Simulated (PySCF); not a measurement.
CHCl₃, SMILES `ClC(Cl)Cl`.

Method: 6-31+G* basis; geometry: GFN2-xTB; program: PySCF. No frequency check shows the geometry to be a minimum. GFN2-xTB bond lengths at metals and heavier atoms can be off by up to 0.1 Å and shapes distorted, which carries into these values.

Input script:

```python
import numpy as np
from pyscf import gto, scf, mcscf

mol = gto.M(atom='''
Cl     1.61831    -0.43393     0.08743
C      0.00005    -0.00009    -0.48107
Cl    -1.18498    -1.18449     0.08743
Cl    -0.43335     1.61845     0.08742
H     -0.00003    -0.00003    -1.57242
''', basis='6-31+g*', charge=0, spin=0, verbose=4)
# stretch the bond between atoms 2 and 3, from long to short, fragments rigid
a, b, move = 1, 2, [2]
xyz = mol.atom_coords(unit='Angstrom')
u = xyz[b] - xyz[a]
r0 = np.linalg.norm(u)
rows, last, dm_u = [], None, None
for r in [4.98, 3.92, 3.2, 2.76, 2.4, 2.14, 1.96, 1.78, 1.64]:
    new = xyz.copy()
    new[move] += u / r0 * (r - r0)
    m = mol.set_geom_(new, unit='Angstrom', inplace=False)
    rhf = scf.RHF(m).density_fit(auxbasis='def2-universal-jkfit').run()
    uhf = scf.UHF(m).density_fit(auxbasis='def2-universal-jkfit').newton()
    if dm_u is None:
        c = rhf.mo_coeff
        h = m.nelectron // 2 - 1
        ca, cb = c.copy(), c.copy()
        ca[:, h], cb[:, h] = (c[:, h] + c[:, h + 1]) / 2**.5, (c[:, h] - c[:, h + 1]) / 2**.5
        dm_u = np.array([x[:, :h + 1] @ x[:, :h + 1].T for x in (ca, cb)])
    uhf.kernel(dm0=dm_u)
    for _ in range(3):
        c, _, stable, _ = uhf.stability(return_status=True)
        if stable:
            break
        uhf.kernel(c, uhf.mo_occ)
    dm_u = uhf.make_rdm1()
    mc = mcscf.CASSCF(rhf, 2, 2)
    mc.natorb = True
    mc.fix_spin_(ss=0)
    guess = mcscf.addons.make_natural_orbitals(uhf)[1] if last is None else mcscf.project_init_guess(mc, last.mo_coeff, last.mol)
    mc.kernel(guess)
    last = mc
    act = slice(mc.ncore, mc.ncore + mc.ncas)
    print('r %.3f  RHF %.6f  UHF %.6f  <S^2> %.3f  CASSCF %.6f  occupations' % (r, rhf.e_tot, uhf.e_tot, uhf.spin_square()[0], mc.e_tot), mc.mo_occ[act].round(4))
    rows.append((new, rhf.e_tot, uhf.e_tot, uhf.spin_square()[0], mc.e_tot, mc.mo_occ[act], mc.mo_coeff[:, act], dm_u[0] - dm_u[1], rhf.converged and uhf.converged and mc.converged))
    np.savez('result.npz', **{k: [row[i] for row in rows] for i, k in enumerate('xyz rhf uhf s2 cas occ c spin ok'.split())})
```

Command:

```sh
OMP_NUM_THREADS=1 python input.py
```

The run took 4.6 min on 1 thread of Intel(R) Xeon(R) Platinum 8259CL CPU @ 2.50GHz (Skylake/Cascade Lake), with other jobs on the host, peak memory 0.25 GiB.

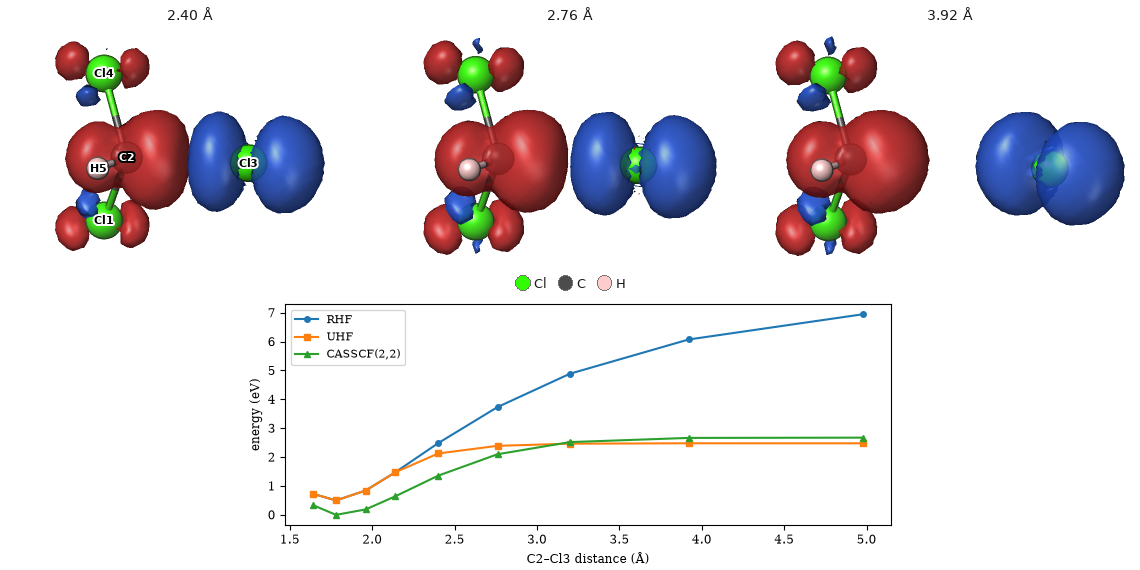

Rigid stretch of the C2–Cl3 bond. Broken-symmetry UHF spin density at ±0.03 e/Å³ (blue: α, red: β). Below: energies along the scan, from the lowest point of the three curves.

### How does the broken-symmetry solution share the spin, and how far is it from a pure singlet?

At 3.92 Å excess α spin lies mostly on Cl3 and excess β on C2; the two could be swapped at no cost. ⟨S²⟩ is 0.58 at 2.40 Å, 0.89 at 2.76 Å and 1.01 at 3.92 Å, against 0 for a pure singlet and 1 for an equal mix of singlet and triplet.

### Where does the UHF solution part from RHF?

Between 2.14 Å (⟨S²⟩ = 0, the two coincide) and 2.40 Å (⟨S²⟩ = 0.58); at 4.98 Å ⟨S²⟩ is 1.02 and UHF lies 4.5 eV below RHF.

### How much energy does the stretch cost?

By CASSCF, 2.7 eV from the lowest point of the scan (1.78 Å) to 4.98 Å; RHF gives 6.5 eV from its own lowest point. The fragments aren't relaxed and dynamic correlation is missing, so this isn't a bond dissociation energy.
